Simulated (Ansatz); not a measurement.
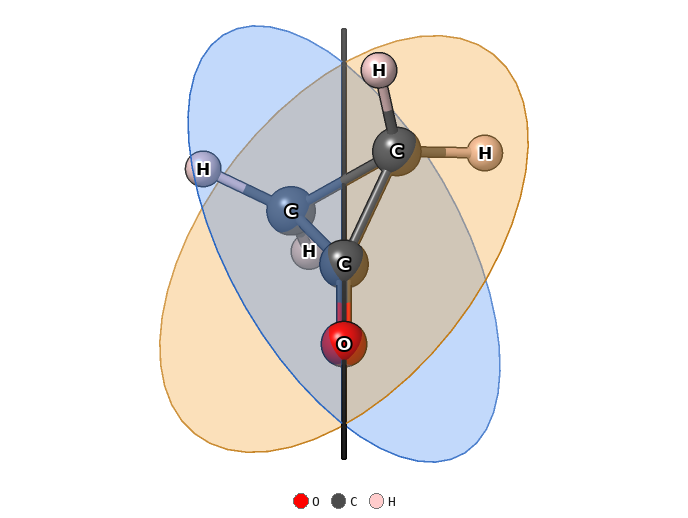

All proper rotation axes (lines) and mirror planes (discs) of the structure are drawn in. Depth is shown by fading: the farther an atom, the more it takes the colour of the background. Computed geometry: PBE-D4/def2-SVP optimisation. No frequency run is at hand to confirm it as a minimum.

**Name the symmetry elements and the point group.**

It has 1 C2 axis and 2 mirror planes. Point group C2v. The group has 4 operations. The geometry is achiral, and symmetry allows a dipole moment.
